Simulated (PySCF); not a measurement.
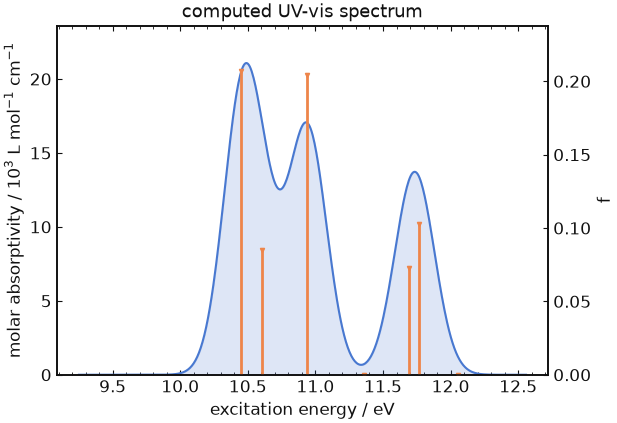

Vertical TDDFT excitations, ωB97X-D/aug-cc-pVTZ in PySCF 2.14.0, at a PBE0-D3(BJ)/def2-TZVP geometry (no frequency check), gas phase. Only the first 10 singlet excitations are included; each is broadened by a Gaussian of 1/e half-width 0.20 eV. Sticks give oscillator strengths (right axis). States within 0.01 eV of each other are merged, with their strengths summed. The highest state may be half of a pair whose partner wasn't computed.

### Which molecule gives this spectrum?
A. SiHF₃ (trifluorosilane), SMILES F[SiH](F)F
B. SeO₂ (selenium dioxide), SMILES O=[Se]=O
C. C₂H₂F₄ (1,1,1,2-tetrafluoroethane), SMILES FCC(F)(F)F
D. GeH₃F (monofluorogermane), SMILES [F][GeH3], singlet

A. Its lowest singlet lies at 10.45 eV (f = 0.207) and the brightest of those computed is S1/S2 at 10.45 eV (119 nm), f = 0.207, mainly HOMO → LUMO+1/LUMO+2.

Note: core orbitals are frozen in the response.
